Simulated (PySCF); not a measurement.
Consider C$_{3}$H$_{6}$SSi (SMILES C=C1C[SiH2]S1).

```xyz
11

C     1.9583   -0.5745    0.1158
C     0.6502   -0.4075    0.0943
C    -0.1440    0.8320   -0.2265
Si   -1.8460    0.0168    0.0311
S    -0.5554   -1.6694    0.4592
H     2.4035   -1.5210    0.3645
H     2.6244    0.2393   -0.1179
H     0.0993    1.6492    0.4540
H     0.0631    1.1863   -1.2373
H    -2.5988    0.4419    1.2022
H    -2.6491   -0.1905   -1.1653
```

Geometry: GFN2-xTB.

The calculation used wB97X-D/def2-SVPD, SCF density, gas phase in PySCF 2.14.0.

What will maps of the electron density and electron localisation function show?

C–C (1.32 Å): ρ at the midpoint is about 2.3 e/Å³; the ELF peaks at about 0.95 between the atoms (a short, multiple covalent bond).
C–S (1.78 Å): ρ at the midpoint is about 1.3 e/Å³; the ELF peaks at about 0.90 between the atoms; a covalent bond.
C–Si (1.90 Å): ρ at the midpoint is about 0.92 e/Å³; the ELF peaks at about 0.95 between the atoms; a covalent bond.
Si–S (2.17 Å): ρ is about 0.78 e/Å³ halfway; the ELF peaks at about 0.90 between the atoms: a covalent bond.

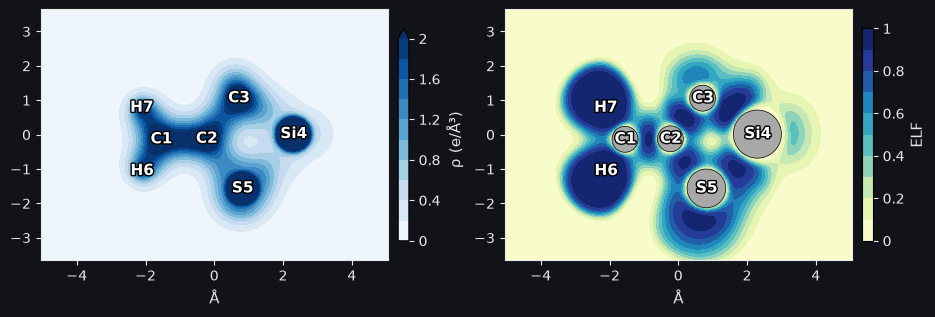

Computed electron density and electron localisation function on the plane of atoms C2, C3 and Si4, in this order. Grey discs cover the atomic cores in the ELF map. 
